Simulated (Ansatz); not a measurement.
HgTe (zinc blende), conventional cell a = b = c = 6.5728 Å, α = β = γ = 90.00°. The calculation uses the primitive cell of 2 atoms, to which meshes and values per cell refer.

Equation-of-state scan: isotropic scaling of the cell above, V₀ being its volume. Symmetry pins the atoms to their sites.

Level of theory: r2SCAN (plane waves to 500 eV, PAW, scalar-relativistic; Ansatz, a quantum-chemistry and plane-wave program). k mesh 12×12×12 (Γ-centred), Fermi-Dirac smearing 0.05 eV. E stands for the smeared free energy. At this level the bands of HgTe touch or barely overlap. HgTe was relaxed with its symmetry unable to fall. Spin-orbit coupling is left out, though Hg and Te are heavy. ΔE is measured from the relaxed starting cell.

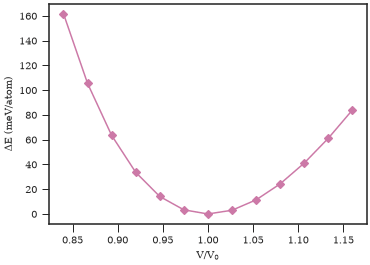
ΔE (meV/atom) against V/V₀; computed points joined by lines.

Problem. What is ΔE at V/V₀ = 0.840?

Solution. About 160 meV/atom.

Problem. What is ΔE at V/V₀ = 1.160?

Solution. About 84 meV/atom.

Problem. What bulk modulus B₀ follows from a third-order Birch-Murnaghan fit?

Solution. About 40 GPa.

(A scan under strain: stresses follow from slopes of the energy per volume, elastic moduli from its curvatures.)
